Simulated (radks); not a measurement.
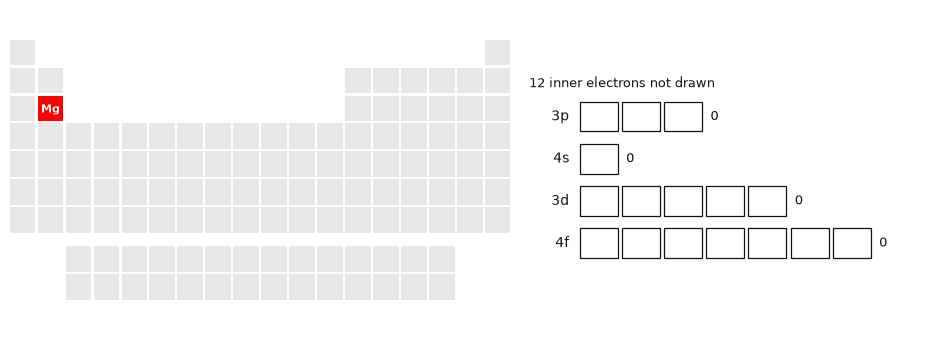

*Left, the place of magnesium in the periodic table; right, the outer shells as the input fills them: a box for each of the 2l + 1 orbitals, shaded by the share of the shell that is filled, with the electron count at the right.*

## Run report: Mg, atomic calculation

System: atomic magnesium (Mg) in the configuration [Ne] 3s2.
Method: scalar-relativistic Kohn-Sham, LDA (Slater exchange, Perdew-Wang correlation), spin-polarised, spherical densities, finite nucleus (the in-house radial solver radks).

### Input file
```
Z 12
configuration [Ne] 3s2 3p0 4s0 3d0 4f0
relativity scalar-relativistic
functional lda,pw
spin polarised
nucleus finite rms 3.057 fm
c 137.035999084
```

Energies in input and log are in hartree, lengths in bohr (the nuclear radius in fm).

Launched within a batch (the task file carries these settings):
```bash
python <driver script> task.json out
```

### Log
```
1s      1   1.0000         -46.06245546
2s      1   1.0000          -2.91410762
2p      1   3.0000          -1.71714854
3s      1   1.0000          -0.17573139
3p      1   0.0000          -0.05048874
4s      1   0.0000          -0.00199129
3d      1   0.0000           0.00047664
4f      1   0.0000           0.00070070
1s      2   1.0000         -46.06245546
2s      2   1.0000          -2.91410762
2p      2   3.0000          -1.71714854
3s      2   1.0000          -0.17573139
3p      2   0.0000          -0.05048874
4s      2   0.0000          -0.00199129
3d      2   0.0000           0.00047664
4f      2   0.0000           0.00070070
Etot -199.45615078321396
Ekin 199.44534891236987
Encl -479.2325616831186
Eh 95.80956549401816
Exc -15.478503506483376
err 2.1374298750684355e-10
it 14
```

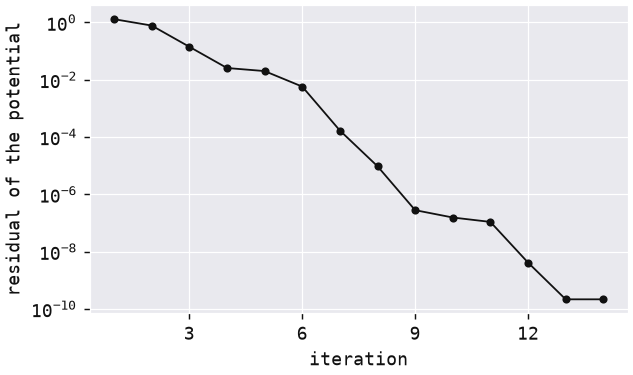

*Convergence: residual of the potential against the iteration.*

The residual falls almost steadily, with no more than small rises or pauses. It goes from 1.3 to 2.1×10⁻¹⁰ in 14 steps.

### Slater integrals of the outer shells (hartree)

```
 integral   value
F0(3s,3s)  0.2893
F0(3s,2p)  0.3898
G1(3s,2p)  0.0213
F0(3s,2s)  0.3892
G0(3s,2s)  0.0165
F0(3s,1s)  0.4144
G0(3s,1s)  0.0070
F0(3s,3p)  0.2336
G1(3s,3p)  0.1382
F0(2p,2p)  1.3418
F2(2p,2p)  0.6044
F0(2p,2s)  1.3126
G1(2p,2s)  0.7866
F0(2p,1s)  1.9244
```

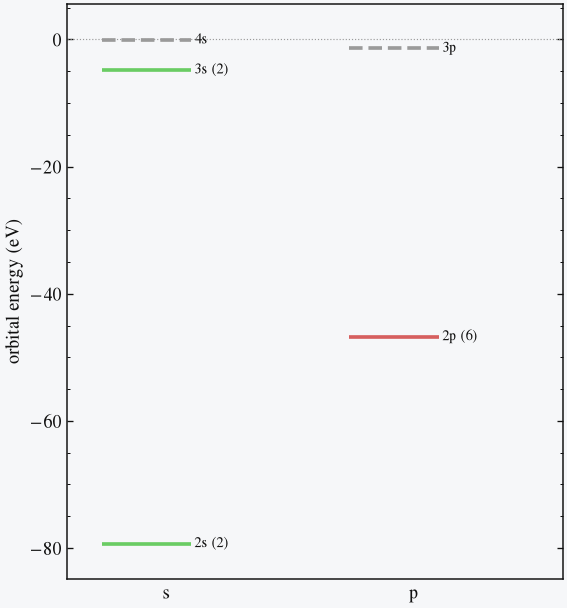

*The outer levels are drawn (occupations in brackets, empty levels dashed).*

The highest occupied level is 3s at −4.78 eV. From the top down the occupied levels run 3s (−4.78 eV), 2p (−46.7 eV), 2s (−79.3 eV). The lowest empty level drawn is 3p at −1.37 eV.

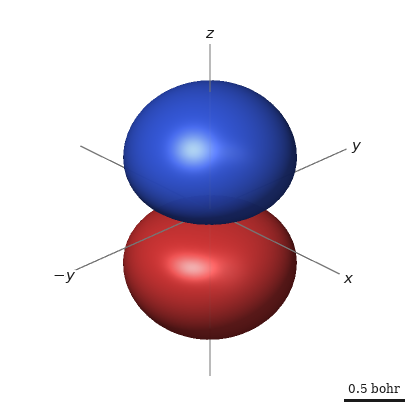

*The 2p(z) orbital. The surface of constant |ψ| that holds about 80 % of the electron is drawn, blue where ψ is positive and red where it is negative. The radial function comes from the spherical calculation and is multiplied by a real spherical harmonic; the overall sign is chosen so that the largest lobe of P(r) is positive; at the scalar-relativistic level it is the large component.*

It has the nodal plane xy and no radial node. The maximum of P² lies at 0.477 bohr, ⟨r⟩ = 0.691 bohr, 90 % of the charge lies within 1.18 bohr, and the eigenvalue is −46.7 eV, with 6 electrons in the shell.

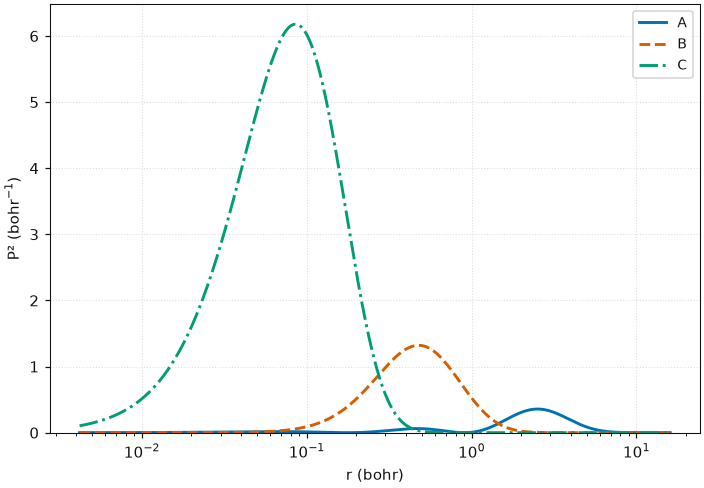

*The radial probability densities P² of 2p, 3s and 1s.*

A is 3s; B is 2p; C is 1s. 1s: outer maximum at 0.0854 bohr, ⟨r⟩ = 0.131 bohr, 0 nodes, eigenvalue −1253 eV; 2p: outer maximum at 0.477 bohr, ⟨r⟩ = 0.691 bohr, 0 nodes, eigenvalue −46.7 eV; 3s: outer maximum at 2.51 bohr, ⟨r⟩ = 3.13 bohr, 2 nodes, eigenvalue −4.78 eV.

### Key numbers

| quantity | value |
| --- | --- |
| outcome | converged |
| total energy | −199.456151 hartree |
| kinetic energy | 199.445349 hartree |
| electron–nucleus energy | −479.232562 hartree |
| Hartree energy | 95.809565 hartree |
| exchange–correlation energy | −15.478504 hartree |
| radius at density 0.001 e/bohr³ | 4.52 bohr |
| SCF iterations | 14 |
| hardware | 1 CPU thread, shared host |
| wall time | 6.9 s |
